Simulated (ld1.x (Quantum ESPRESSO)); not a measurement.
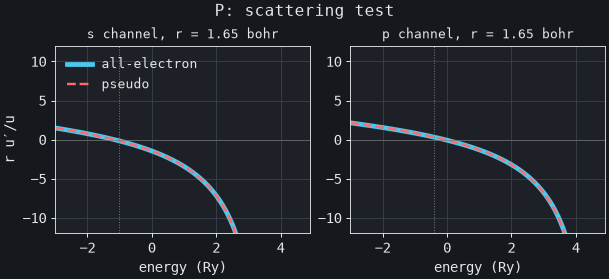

Logarithmic derivatives r u′/u at the test radius against energy, all-electron atom (solid) and pseudo-atom (dashed). Here u = r R(r). The dotted line marks the reference energy of the channel.

* Element: phosphorus
* Generator: ld1.x (Quantum ESPRESSO) 7.5
* Type: ultrasoft
* Functional: Wu–Cohen
* Relativity: scalar-relativistic
* Frozen core: [Ne]
* Valence charge: 5
* Reference configuration: 3s2 3p3
* Partial waves: 3s (bound): rcut 1.25, rcutus 1.50 bohr; 3s channel at 1 Ry: rcut 1.25, rcutus 1.50 bohr; 3p (bound): rcut 1.20, rcutus 1.40 bohr; 3p channel at 2.15 Ry: rcut 1.20, rcutus 1.40 bohr
* Local potential: all-electron potential smoothed inside 1.30 bohr (lloc = -1)
* Core correction: Bessel-smoothed model core inside 1.30 bohr
* Augmentation charge: PSQ, inside the norm-conserving radii

**Does the potential have spurious states?**

The plot shows none: pseudo and all-electron curves have the same branches in all channels drawn. The separate test gives: no ghost state below the valence levels in the s, p, d, f channels.

**Where do the curves cross zero?**

s: all-electron -1.2 Ry, pseudo -1.2 Ry; p: all-electron -0.1 Ry, pseudo -0.1 Ry.
